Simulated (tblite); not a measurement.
## Geometry relaxation, with input and output: C5H13N3Si2 (part 3 of 3)

C5H13N3Si2; GFN2-xTB geometry optimisation, gas phase (tblite 0.8.0). It belongs to a series of runs on one base structure; here: C2H5 replaced by SiMe3.

Geometry of the input (Å):
```
C  -2.1601  -0.3733  -1.1426
Si -0.9456  0.3380  0.0700
C  -0.8784  -0.8015  1.5295
C  -1.5543  1.9955  0.7477
N  0.6171  0.6277  -0.6848
N  0.8628  1.6749  -1.4927
N  2.1068  1.6098  -1.9017
C  2.7240  0.5237  -1.3838
C  1.7431  -0.1076  -0.6066
Si 2.0429  -1.6422  0.3207
H  -1.9513  -1.4600  -1.3181
H  -2.1627  0.1669  -2.1213
H  -3.2214  -0.3470  -0.7102
H  -1.7275  -0.5364  2.2274
H  -1.0813  -1.8449  1.2586
H  0.0615  -0.6638  2.0925
H  -2.5440  1.8905  1.2114
H  -1.4817  2.7707  -0.0018
H  -0.8026  2.2390  1.5658
H  3.7428  0.1764  -1.5238
H  2.3551  -1.2601  1.7184
H  0.9912  -2.6153  0.3132
H  3.2591  -2.3338  -0.1581
```

**Trajectory as extended XYZ, continued**
```
23
Properties=species:S:1:pos:R:3:forces:R:3 step=114 energy=-803.95257
C    -2.0885   -0.4488   -1.1145    0.0110   0.0020   0.0070
Si   -0.9902    0.3608    0.2130   -0.0020  -0.0110   0.0010
C    -0.8855   -0.7045    1.7846   -0.0020   0.0010  -0.0020
C    -1.5412    2.1297    0.6195   -0.0040   0.0010   0.0040
N     0.6350    0.5567   -0.4922   -0.0120  -0.0070  -0.0150
N     0.8184    1.6862   -1.1921    0.0000   0.0090   0.0100
N     1.9856    1.6902   -1.7032   -0.0050  -0.0010  -0.0110
C     2.6117    0.5530   -1.3580    0.0130   0.0060   0.0040
C     1.7611   -0.2050   -0.5722   -0.0080  -0.0030  -0.0110
Si    2.0816   -1.8847    0.1723    0.0110   0.0190   0.0000
H    -1.7337   -1.4369   -1.3948    0.0120   0.0080   0.0090
H    -2.1196    0.1585   -2.0146    0.0120  -0.0070   0.0050
H    -3.1071   -0.5546   -0.7539    0.0080  -0.0100  -0.0140
H    -1.8474   -0.7140    2.2863   -0.0130   0.0090   0.0180
H    -0.6187   -1.7344    1.5749    0.0000  -0.0220  -0.0250
H    -0.1555   -0.3115    2.4846    0.0150   0.0110   0.0190
H    -2.5967    2.1658    0.8679   -0.0170  -0.0040   0.0000
H    -1.3672    2.7869   -0.2259    0.0000   0.0100   0.0010
H    -0.9902    2.5300    1.4650    0.0090   0.0180   0.0040
H     3.6105    0.3389   -1.6792    0.0010  -0.0010   0.0090
H     2.1338   -1.7978    1.6344   -0.0060   0.0050  -0.0140
H     1.0231   -2.8077   -0.2479   -0.0160  -0.0190   0.0050
H     3.3761   -2.3299   -0.3439   -0.0060  -0.0140  -0.0020
23
Properties=species:S:1:pos:R:3:forces:R:3 step=122 energy=-803.95471
C    -2.0822   -0.4881   -1.0828    0.0050  -0.0020  -0.0040
Si   -0.9865    0.3684    0.2171   -0.0050  -0.0070  -0.0080
C    -0.8643   -0.6676    1.8069    0.0010   0.0010  -0.0050
C    -1.5643    2.1388    0.5762   -0.0120   0.0030  -0.0040
N     0.6367    0.5619   -0.4929   -0.0050   0.0010  -0.0020
N     0.8474    1.7169   -1.1419    0.0120   0.0020   0.0150
N     2.0300    1.7343   -1.6152    0.0120  -0.0010  -0.0020
C     2.6407    0.5815   -1.2936    0.0080   0.0000  -0.0160
C     1.7613   -0.2031   -0.5686   -0.0060   0.0100   0.0030
Si    2.0510   -1.9181    0.1043    0.0020   0.0170   0.0050
H    -1.7170   -1.4782   -1.3409    0.0180   0.0030   0.0080
H    -2.1283    0.0950   -1.9979    0.0110  -0.0020  -0.0020
H    -3.0971   -0.5990   -0.7133    0.0090  -0.0050  -0.0080
H    -1.8186   -0.6664    2.3247    0.0110  -0.0040  -0.0020
H    -0.6052   -1.7005    1.5974   -0.0030   0.0000   0.0280
H    -0.1217   -0.2681    2.4910    0.0050  -0.0140  -0.0060
H    -2.6241    2.1569    0.8079   -0.0150   0.0220   0.0090
H    -1.3909    2.7773   -0.2834   -0.0100   0.0080  -0.0130
H    -1.0333    2.5770    1.4157    0.0080  -0.0180   0.0110
H     3.6504    0.3740   -1.5843   -0.0100   0.0060  -0.0100
H     2.1312   -1.8816    1.5671    0.0000  -0.0020  -0.0080
H     0.9615   -2.7981   -0.3265   -0.0340  -0.0190   0.0050
H     3.3185   -2.3861   -0.4570   -0.0030   0.0000   0.0060
23
Properties=species:S:1:pos:R:3:forces:R:3 step=130 energy=-803.95708
C    -2.0533   -0.5229   -1.0545    0.0110  -0.0020  -0.0040
Si   -0.9806    0.3838    0.2287    0.0140  -0.0060  -0.0020
C    -0.8510   -0.6395    1.8287   -0.0050   0.0090  -0.0180
C    -1.5934    2.1527    0.5437    0.0130  -0.0160   0.0090
N     0.6442    0.5814   -0.4811    0.0230   0.0430   0.0340
N     0.8871    1.7593   -1.0768   -0.0220  -0.0190  -0.0200
N     2.0722    1.7693   -1.5448   -0.0040  -0.0160   0.0460
C     2.6557    0.5911   -1.2671   -0.0070  -0.0060   0.0010
C     1.7538   -0.2034   -0.5799    0.0070   0.0080  -0.0250
Si    2.0099   -1.9442    0.0403    0.0150   0.0420   0.0300
H    -1.6568   -1.5068   -1.2880   -0.0020  -0.0060  -0.0140
H    -2.1133    0.0393   -1.9816    0.0020  -0.0100  -0.0080
H    -3.0645   -0.6544   -0.6822    0.0060  -0.0080  -0.0190
H    -1.8083   -0.6421    2.3398    0.0000   0.0140   0.0270
H    -0.5877   -1.6737    1.6307    0.0060   0.0060  -0.0060
H    -0.1126   -0.2351    2.5144   -0.0010   0.0090  -0.0070
H    -2.6568    2.1667    0.7623    0.0110  -0.0110  -0.0020
H    -1.4151    2.7782   -0.3251   -0.0040  -0.0070   0.0060
H    -1.0772    2.6092    1.3829    0.0050   0.0020   0.0020
H     3.6650    0.3773   -1.5559   -0.0270  -0.0050  -0.0160
H     2.1044   -1.9363    1.5026   -0.0060  -0.0120   0.0040
H     0.9053   -2.8018   -0.3951   -0.0410  -0.0050  -0.0050
H     3.2683   -2.4213   -0.5320    0.0030  -0.0040  -0.0150
23
Properties=species:S:1:pos:R:3:forces:R:3 step=139 energy=-803.96433
C    -1.9822   -0.6072   -1.0358   -0.0100   0.0080   0.0060
Si   -0.9790    0.3929    0.2364   -0.0020  -0.0110   0.0470
C    -0.8195   -0.5752    1.8708    0.0110   0.0090   0.0080
C    -1.6347    2.1563    0.4871   -0.0150  -0.0150  -0.0110
N     0.6552    0.6244   -0.4357    0.0200   0.0090   0.0490
N     0.9534    1.8377   -0.9213   -0.0310   0.0090  -0.0390
N     2.1443    1.8381   -1.3744   -0.0090   0.0300   0.0100
C     2.6750    0.6174   -1.1972    0.0170  -0.0210  -0.0100
C     1.7327   -0.1943   -0.5904    0.0180   0.0050  -0.0080
Si    1.9126   -1.9740   -0.0665    0.0040   0.0200   0.0200
H    -1.5410   -1.5814   -1.2232    0.0210  -0.0100   0.0040
H    -2.0520   -0.0912   -1.9881    0.0160   0.0320  -0.0110
H    -2.9933   -0.7702   -0.6780   -0.0250  -0.0070   0.0000
H    -1.7461   -0.5414    2.4363    0.0060   0.0240  -0.0390
H    -0.5830   -1.6208    1.6974   -0.0120   0.0100  -0.0040
H    -0.0381   -0.1642    2.5034   -0.0020   0.0140  -0.0040
H    -2.6984    2.1550    0.7020   -0.0130  -0.0180   0.0030
H    -1.4687    2.7554   -0.4024    0.0000  -0.0050  -0.0030
H    -1.1326    2.6576    1.3088    0.0180  -0.0220   0.0030
H     3.6748    0.3871   -1.5043   -0.0050  -0.0090   0.0020
H     2.0682   -2.0406    1.3894    0.0050  -0.0140   0.0000
H     0.7368   -2.7431   -0.4803   -0.0280  -0.0170  -0.0090
H     3.1108   -2.4912   -0.7238    0.0180  -0.0200  -0.0140
23
Properties=species:S:1:pos:R:3:forces:R:3 step=147 energy=-803.96623
C    -1.9697   -0.6127   -1.0406    0.0070   0.0050  -0.0030
Si   -0.9814    0.3906    0.2405   -0.0100  -0.0090   0.0090
C    -0.8146   -0.5683    1.8760   -0.0040  -0.0010   0.0010
C    -1.6415    2.1509    0.4841    0.0010   0.0020   0.0040
N     0.6556    0.6312   -0.4191    0.0010  -0.0020  -0.0020
N     0.9474    1.8419   -0.9144    0.0020   0.0000  -0.0090
N     2.1367    1.8431   -1.3721    0.0050  -0.0090  -0.0010
C     2.6700    0.6227   -1.1932    0.0070  -0.0080   0.0030
C     1.7325   -0.1876   -0.5776    0.0050   0.0000  -0.0090
Si    1.9038   -1.9731   -0.0679   -0.0030  -0.0030   0.0090
H    -1.5175   -1.5834   -1.2224   -0.0020  -0.0040  -0.0020
H    -2.0228   -0.0928   -1.9924   -0.0040   0.0110  -0.0040
H    -2.9863   -0.7822   -0.7002    0.0080   0.0050  -0.0060
H    -1.7350   -0.5153    2.4483   -0.0050   0.0170   0.0020
H    -0.5993   -1.6182    1.7036    0.0060  -0.0030   0.0140
H    -0.0189   -0.1641    2.4947   -0.0080  -0.0010   0.0080
H    -2.7032    2.1520    0.7095    0.0010  -0.0110   0.0010
H    -1.4793    2.7463   -0.4083   -0.0170  -0.0010  -0.0050
H    -1.1266    2.6507    1.2987   -0.0070   0.0060   0.0130
H     3.6677    0.3879   -1.5024    0.0080   0.0110  -0.0090
H     2.0798   -2.0614    1.3846    0.0030   0.0010  -0.0030
H     0.7131   -2.7289   -0.4703   -0.0030   0.0020  -0.0030
H     3.0847   -2.5021   -0.7491    0.0060  -0.0050  -0.0070
23
Properties=species:S:1:pos:R:3:forces:R:3 step=155 energy=-803.96758
C    -1.9538   -0.6086   -1.0500    0.0030   0.0080   0.0040
Si   -0.9740    0.3886    0.2429    0.0070   0.0070   0.0140
C    -0.8185   -0.5644    1.8838   -0.0060   0.0130  -0.0040
C    -1.6497    2.1435    0.4944    0.0020  -0.0110   0.0010
N     0.6647    0.6296   -0.4143    0.0010   0.0160  -0.0170
N     0.9524    1.8387   -0.9165   -0.0010   0.0090   0.0040
N     2.1383    1.8386   -1.3833   -0.0100  -0.0130   0.0030
C     2.6733    0.6188   -1.2054   -0.0030  -0.0010  -0.0020
C     1.7404   -0.1897   -0.5800    0.0050   0.0130  -0.0120
Si    1.9029   -1.9743   -0.0664   -0.0040   0.0050   0.0120
H    -1.5004   -1.5783   -1.2326    0.0040  -0.0050  -0.0140
H    -1.9994   -0.0817   -1.9983    0.0080   0.0030  -0.0100
H    -2.9737   -0.7811   -0.7220   -0.0010   0.0090   0.0130
H    -1.7412   -0.4849    2.4498    0.0060  -0.0150   0.0150
H    -0.6191   -1.6199    1.7256   -0.0100   0.0140   0.0030
H    -0.0191   -0.1668    2.5024   -0.0110   0.0030  -0.0030
H    -2.7094    2.1275    0.7300    0.0070  -0.0090  -0.0020
H    -1.5078    2.7426   -0.3993   -0.0030  -0.0060   0.0100
H    -1.1364    2.6497    1.3068   -0.0040  -0.0060  -0.0130
H     3.6683    0.3868   -1.5265   -0.0030  -0.0050   0.0080
H     2.0871   -2.0545    1.3856    0.0070  -0.0080  -0.0060
H     0.7001   -2.7157   -0.4577   -0.0080  -0.0120  -0.0010
H     3.0703   -2.5173   -0.7587    0.0150  -0.0080  -0.0030
23
Properties=species:S:1:pos:R:3:forces:R:3 step=163 energy=-803.96818
C    -1.9429   -0.6045   -1.0533    0.0000   0.0050   0.0030
Si   -0.9693    0.3868    0.2483   -0.0030   0.0040  -0.0030
C    -0.8232   -0.5575    1.8947   -0.0030   0.0040  -0.0050
C    -1.6534    2.1379    0.4967    0.0000  -0.0030   0.0000
N     0.6673    0.6298   -0.4121   -0.0010   0.0000   0.0020
N     0.9539    1.8390   -0.9140    0.0060  -0.0020   0.0010
N     2.1369    1.8370   -1.3877    0.0070  -0.0030  -0.0010
C     2.6713    0.6161   -1.2141   -0.0010   0.0010   0.0000
C     1.7407   -0.1915   -0.5848   -0.0030   0.0010   0.0020
Si    1.9018   -1.9770   -0.0714    0.0010  -0.0030   0.0040
H    -1.4892   -1.5727   -1.2451   -0.0030   0.0020   0.0010
H    -1.9866   -0.0697   -1.9977    0.0010   0.0010   0.0000
H    -2.9630   -0.7776   -0.7262   -0.0020  -0.0040  -0.0030
H    -1.7498   -0.4833    2.4550   -0.0010  -0.0010   0.0020
H    -0.6163   -1.6122    1.7435    0.0040  -0.0010  -0.0010
H    -0.0318   -0.1509    2.5172    0.0020   0.0010   0.0030
H    -2.7128    2.1135    0.7322    0.0020   0.0000   0.0010
H    -1.5162    2.7370   -0.3975   -0.0020  -0.0030   0.0040
H    -1.1436    2.6486    1.3081   -0.0020   0.0000  -0.0050
H     3.6647    0.3822   -1.5384   -0.0040   0.0010   0.0000
H     2.0847   -2.0612    1.3805    0.0000   0.0000  -0.0050
H     0.7002   -2.7199   -0.4659    0.0000  -0.0020   0.0030
H     3.0720   -2.5232   -0.7580    0.0030   0.0030  -0.0040
```

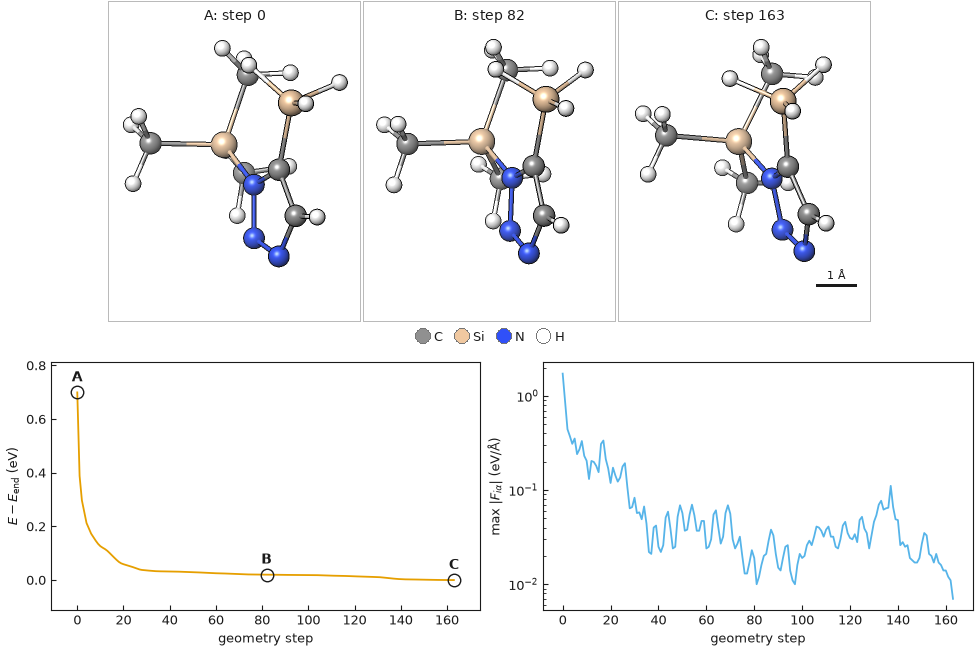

Figure 1. Frames of the relaxation (ball-and-stick view, seen at an oblique angle) above the curves, on which the letters mark them (steps are counted from 0).

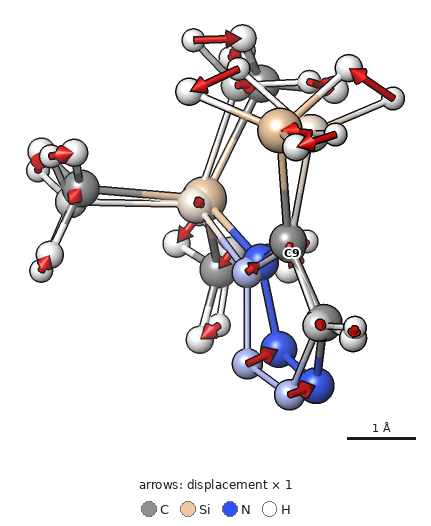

Figure 2. Start (faint) and end (solid) with the displacements as red arrows, at true length (ball-and-stick view, seen at an oblique angle). The two geometries are laid on each other by the best rigid fit. H21 moves most after the best rigid fit: 0.91 Å. By element the largest moves are H 0.91 Å, N 0.59 Å, Si 0.54 Å, C 0.46 Å. Distances before and after: C1–H13 1.146 → 1.085 Å, C4–H19 1.137 → 1.086 Å, Si2–C3 1.853 → 1.904 Å, C9–Si10 1.818 → 1.865 Å. Among the angles that change: Si2–C4–H19 103.5° → 111.3°, N7–C8–H20 129.5° → 121.9°, C9–Si10–H22 116.7° → 109.9°. The energy falls by 0.700 eV in 163 geometry steps. The largest force component goes from 1.7 to 0.007 eV/Å. (Atoms are counted from 1 in the order of the input.)

**Results in brief**

```json
{"quantity": "outcome", "value": "converged"}
{"quantity": "total energy", "value": "−803.9682 eV"}
{"quantity": "hardware", "value": "1 CPU thread, shared host"}
{"quantity": "wall time", "value": "1.8 s"}
{"quantity": "peak memory", "value": "0.18 GiB"}
```
